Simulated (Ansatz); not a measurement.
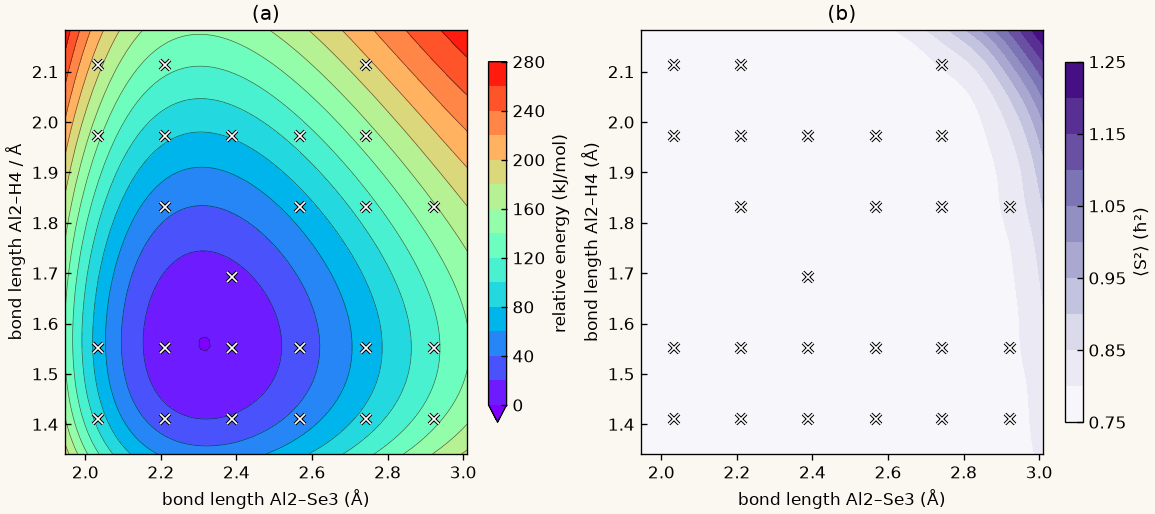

AlFHSe, SMILES [F][AlH][Se], spin multiplicity 2. 
- First axis: bond length Al2–Se3. Second axis: bond length Al2–H4.
- Nothing is relaxed (all other coordinates rigid).
- The scan uses a 13 × 13 grid. At 25 points there is no value.
- Points are written as (first, second).
- Energies are in kJ/mol, from the lowest grid point.
- These are results of UHF/def2-TZVP in Ansatz 0.2.0, not measurements.

Panel (a) is the energy; panel (b) is the computed ⟨S²⟩, in ħ².

Drawn: filled contours, crosses at grid points without a value. Between grid points the surface is interpolated.

How does the ⟨S²⟩ vary over the map, and what is it at the lowest grid point?

Leaving out the highest fifth of the energies, it runs from 0.76 ħ² at (1.945 Å, 1.411 Å) to 0.88 ħ² at (3.011 Å, 1.762 Å). At the lowest grid point, (2.301 Å, 1.552 Å), it is 0.76 ħ².
